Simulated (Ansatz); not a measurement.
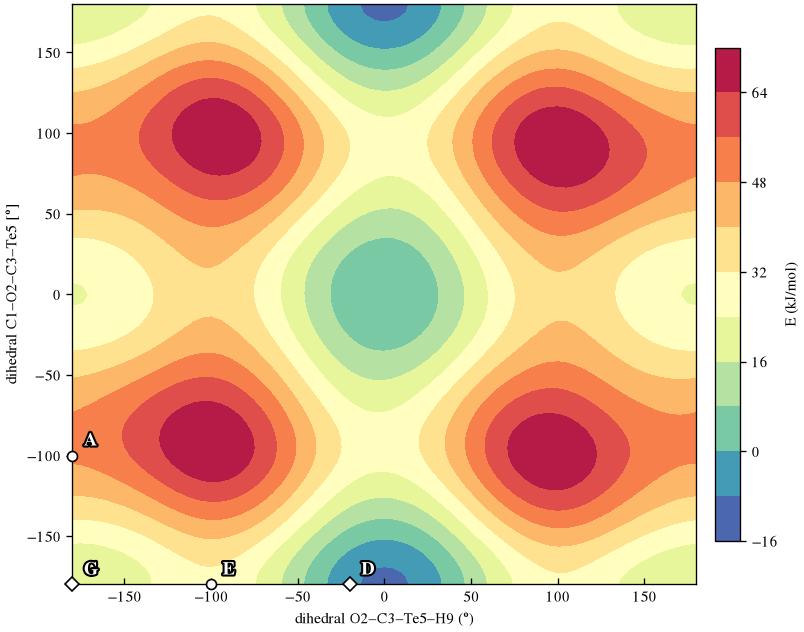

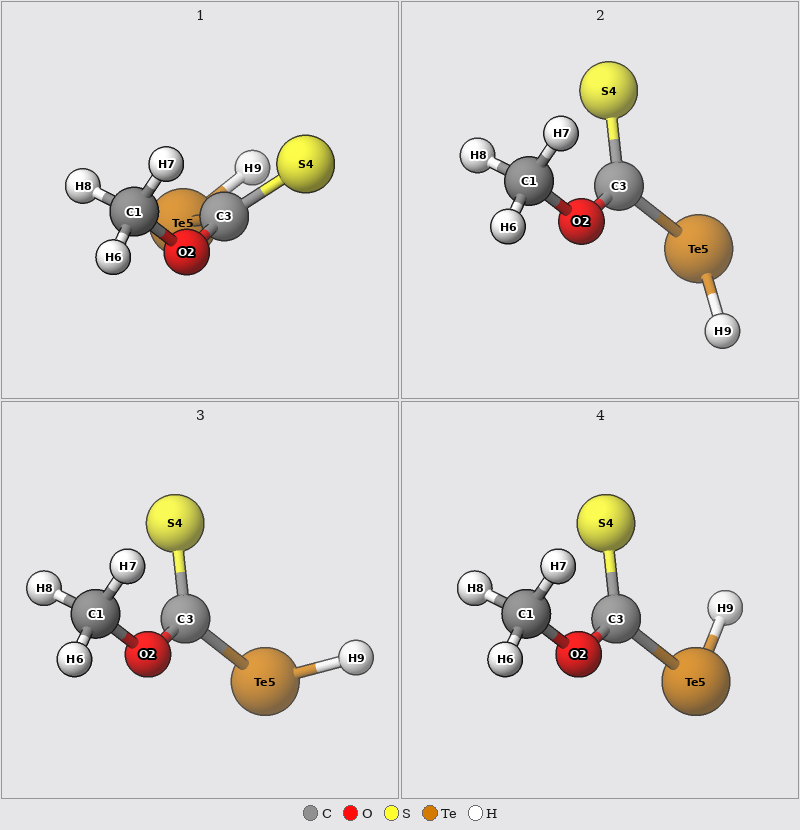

C2H4OSTe, SMILES COC(=S)[TeH]. The first coordinate is: dihedral O2–C3–Te5–H9; the second: dihedral C1–O2–C3–Te5. Nothing is relaxed (all other coordinates rigid). The scan uses a 9 × 9 grid. Points are written as (first, second). Energies: kJ/mol, counted from the relaxed molecule at the same level. Theory: Ansatz, RKS B3LYP-D4/def2-SVP.

Drawn: filled contours, lettered points. Between grid points the surface is interpolated. The numbered pictures are the structures at these points, in random order.

Q: Which structure belongs to which point?

A: A is structure 1: (−180°, −100°), 49 kJ/mol; D is structure 2: (−20°, −180°), −6 kJ/mol; E is structure 3: (−100°, −180°), 31 kJ/mol; G is structure 4: (−180°, −180°), 17 kJ/mol.
